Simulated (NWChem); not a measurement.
**AlBNH4F (SMILES [NH2][AlH][BH]F) at 6 levels**

Aim: a comparison of 6 runs (HF/def2-SVPD, M06-2X/def2-SVPD, B3LYP/6-31G*, B3LYP/def2-SVPD, SVWN5/def2-SVPD, MP2/def2-SVPD) of AlBNH4F. 

The calculation is run with NWChem 7.3.0.

2 further runs of the same task are left out: 2 set aside as unsound or not needed. Runs told in other sessions of the task aren't counted.

## 1. Starting point

AlBNH4F has 8 atoms, charge 0, and is taken as a singlet. SMILES: `[NH2][AlH][BH]F`. The B3–H8 distance was set to 2.175 Å, away from the relaxed value. At this shape a bond of the SMILES string is far longer than usual.

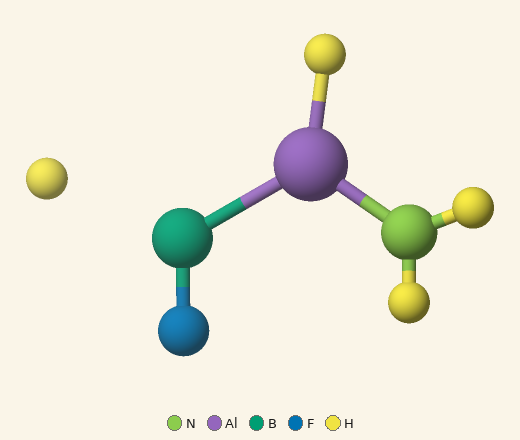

The structure, seen from a chosen angle (nitrogen green, aluminium purple, boron teal, fluorine blue, hydrogen yellow).

## 2. The energy at HF/def2-SVPD (run 1)

mymol.nw

```
start mymol
memory 2200 mb
charge 0
geometry units angstroms noautosym nocenter noautoz
N    -1.778266    1.850165    0.095299
Al   -0.384966    0.859365    0.554199
B     0.080634   -0.826435   -0.728701
F    -0.721266   -1.080835   -1.758301
H    -2.108866    2.662265    0.591599
H    -2.357866    1.675665   -0.710501
H     0.406034    1.291665    1.863399
H     1.753200   -2.203800   -0.542400
end
basis spherical bse
* library def2-SVPD
end
scf
thresh 1e-08
maxiter 80
print medium
end
task scf energy
```

Command:

```bash
$ nwchem mymol.nw > mymol.out
```

Output:

```text
[...]
  functions       =   119
[...]
  wavefunction    = RHF
[...]
         Total SCF energy =   -422.553813711345
      One-electron energy =   -836.517039899046
      Two-electron energy =    287.546076994407
 Nuclear repulsion energy =    126.417149193295
        Time for solution =     19.5s
[...]
```

It took 20 s on 1 thread of Intel Xeon 6975P-C (Granite Rapids), shared host; peak memory 0.097 GiB.

## 3. A single-point energy at M06-2X/def2-SVPD (run 2)

albfh4n.nw

```
start albfh4n
title "AlBFH4N"
memory stack 880 mb heap 220 mb global 1100 mb

geometry units angstroms noautosym nocenter noautoz
N       -1.778266       1.850165       0.095299
Al      -0.384966       0.859365       0.554199
B        0.080634      -0.826435      -0.728701
F       -0.721266      -1.080835      -1.758301
H       -2.108866       2.662265       0.591599
H       -2.357866       1.675665      -0.710501
H        0.406034       1.291665       1.863399
H        1.753200      -2.203800      -0.542400
end

basis spherical bse
N library def2-SVPD
Al library def2-SVPD
B library def2-SVPD
F library def2-SVPD
H library def2-SVPD
end

dft
xc m06-2x
grid fine
convergence energy 1e-08
iterations 100
mulliken
print low
end

task dft
```

Command:

```bash
$ nwchem albfh4n.nw > albfh4n.out
```

Output:

```text
[...]
 d= 0,ls=0.0,diis     1   -423.8199483032 -5.50D+02  1.48D-02  7.05D-01     2.4
[...]
 d= 0,ls=0.0,diis     9   -423.9343091934 -7.41D-09  1.59D-06  5.78D-09    19.9
         Total DFT energy =     -423.934309193385
      One electron energy =     -836.754289932857
           Coulomb energy =      327.716526035359
    Exchange-Corr. energy =      -41.313694489182
 Nuclear repulsion energy =      126.417149193295
[...]
      Total Density - Mulliken Population Analysis
     ---------------------------------------------
    Atom       Charge   Shell Charges
 -----------   ------   -------------------------------------------------------
    1 N    7     6.97   1.99  0.97  0.38 -0.20  2.45  1.40  0.01 -0.02
    2 Al  13    12.56   2.00  1.98  0.98  0.07  0.09  5.92  0.87  0.40  0.17  0.06
    3 B    5     4.94   1.99  0.91  0.23  0.09  1.18  0.37  0.10  0.08
    4 F    9     9.38   1.99  1.14  0.73  0.16  3.35  1.85  0.15  0.01  0.01
    5 H    1     1.06   0.74  0.20  0.04  0.07
    6 H    1     1.03   0.74  0.18  0.04  0.07
    7 H    1     1.13   0.71  0.43  0.01 -0.02
    8 H    1     0.93   0.55  0.38  0.00 -0.00
[...]
```

Wall time 21 s (1 thread of Intel Xeon 6975P-C (Granite Rapids), shared host); peak memory 0.12 GiB.

## 4. A single-point energy at B3LYP/6-31G(d) (spherical functions) (run 3)

test.nw

```
START test
memory 2200 mb

GEOMETRY noautosym nocenter noautoz
  N    -1.778266    1.850165    0.095299
  Al   -0.384966    0.859365    0.554199
  B     0.080634   -0.826435   -0.728701
  F    -0.721266   -1.080835   -1.758301
  H    -2.108866    2.662265    0.591599
  H    -2.357866    1.675665   -0.710501
  H     0.406034    1.291665    1.863399
  H     1.753200   -2.203800   -0.542400
END

BASIS spherical bse
  * library 6-31G*
END

DFT
  xc b3lyp
  grid xfine
  convergence energy 1e-08
  iterations 100
  mulliken
END

TASK dft
```

Command:

```bash
$ nwchem test.nw > test.out
```

Output:

```text
[...]
          Wavefunction type:  closed shell.
          No. of atoms     :     8
          No. of electrons :    38
[...]
          Charge           :     0
          Spin multiplicity:     1
[...]
          AO basis - number of functions:    68
[...]
              XC Information
              --------------
                         B3LYP Method XC Potential
                     Hartree-Fock (Exact) Exchange  0.200
                        Slater Exchange Functional  0.800 local
                    Becke 1988 Exchange Functional  0.720 non-local
              Lee-Yang-Parr Correlation Functional  0.810
                  VWN I RPA Correlation Functional  0.190 local
[...]
 d= 0,ls=0.0,diis     1   -424.1031802411 -5.51D+02  2.38D-02  7.53D-01     1.9
[...]
 d= 0,ls=0.0,diis    10   -424.2256720601 -2.85D-10  3.09D-07  7.18D-10    15.4
         Total DFT energy =     -424.225672060133
      One electron energy =     -837.467013471732
           Coulomb energy =      328.346753989325
    Exchange-Corr. energy =      -41.522561771021
 Nuclear repulsion energy =      126.417149193295
[...]
      Total Density - Mulliken Population Analysis
     ---------------------------------------------
    Atom       Charge   Shell Charges
 -----------   ------   -------------------------------------------------------
    1 N    7     7.86   2.00  0.77  2.52  0.83  1.73  0.01
    2 Al  13    12.60   2.00  2.00  5.96  0.84  1.20  0.18  0.26  0.16
    3 B    5     4.71   2.00  0.58  1.05  0.60  0.41  0.07
    4 F    9     9.21   2.00  0.94  3.31  0.98  1.96  0.01
    5 H    1     0.66   0.50  0.16
    6 H    1     0.67   0.50  0.16
    7 H    1     1.09   0.49  0.60
    8 H    1     1.20   0.37  0.84
[...]
```

It took 16 s on 1 thread of Intel Xeon 6975P-C (Granite Rapids), shared host; peak memory 0.13 GiB.

Runs 4 to 5 aren't shown in full; the table further down has their settings and results.

## 5. The energy at MP2/def2-SVPD (run 6)

albfh4n.nw

```
start albfh4n
title "AlBFH4N"
memory 2200 mb

geometry units angstrom noautosym nocenter noautoz
  N    -1.778266    1.850165    0.095299
  Al   -0.384966    0.859365    0.554199
  B     0.080634   -0.826435   -0.728701
  F    -0.721266   -1.080835   -1.758301
  H    -2.108866    2.662265    0.591599
  H    -2.357866    1.675665   -0.710501
  H     0.406034    1.291665    1.863399
  H     1.753200   -2.203800   -0.542400
end

basis spherical bse
  * library def2-SVPD
end

scf
  thresh 1e-08
  maxiter 80
end

mp2
  freeze core 8
  tight
end

task mp2 energy
```

Command:

```bash
$ nwchem albfh4n.nw > albfh4n.out
```

Output:

```text
[...]
  functions       =   119
[...]
  wavefunction    = RHF
[...]
         Total SCF energy =   -422.553813711345
      One-electron energy =   -836.517039899046
      Two-electron energy =    287.546076994407
 Nuclear repulsion energy =    126.417149193295
        Time for solution =     19.1s
[...]
          Total MP2 energy          -423.087584063118
[...]
```

Wall time 23 s (1 thread of Intel Xeon 6975P-C (Granite Rapids), shared host); peak memory 0.38 GiB.

## 6. All runs side by side

```
run                               level  iteration cap  module  energy (Eh)  dipole moment (D) of the reference  HOMO energy (eV)  LUMO energy (eV)  wall time
  1                        HF/def2-SVPD             80     scf  -422.553814                                3.73             -8.96              0.44       20 s
  2                    M06-2X/def2-SVPD            100     dft  -423.934309                                   –                 –                 –       21 s
  3  B3LYP/6-31G* (spherical functions)            100     dft  -424.225672                                3.82             -6.04             -2.39       16 s
  4                     B3LYP/def2-SVPD            100     dft  -424.059771                                3.51             -6.48             -2.84       18 s
  5                     SVWN5/def2-SVPD            100     dft  -421.594020                                3.37             -5.68             -3.69       15 s
  6                       MP2/def2-SVPD             80     mp2  -423.087584                                   –             -8.96              0.44       23 s
```

## 7. Summary of results

| quantity | value |
| --- | --- |
| run 6: total energy | -423.08758 Eh |
| run 6: HOMO energy (Hartree–Fock orbitals) | -8.96 eV |
| run 6: LUMO energy (Hartree–Fock orbitals) | 0.44 eV |
| run 6: HOMO–LUMO gap (Hartree–Fock orbitals) | 9.40 eV |
| run 6: correlation energy (8 core orbitals frozen) | -533.8 mEh |

Over runs 1, 3, 4, 5 the dipole moment (its size) runs from 3.37 D (SVWN5/def2-SVPD) to 3.82 D (B3LYP/6-31G*). The two ends differ in method and basis. Over runs 1, 3, 4, 5 the HOMO–LUMO gap runs from 1.99 eV (SVWN5/def2-SVPD) to 9.40 eV (HF/def2-SVPD). Exact exchange widens orbital gaps. Totals of different functionals can't be ranked against each other. In all runs a closed-shell determinant meets a far-stretched bond; if it breaks into open shells, such a determinant describes it badly, and no broken-symmetry solution was shown. All runs together took 1.9 min, the longest 23 s.
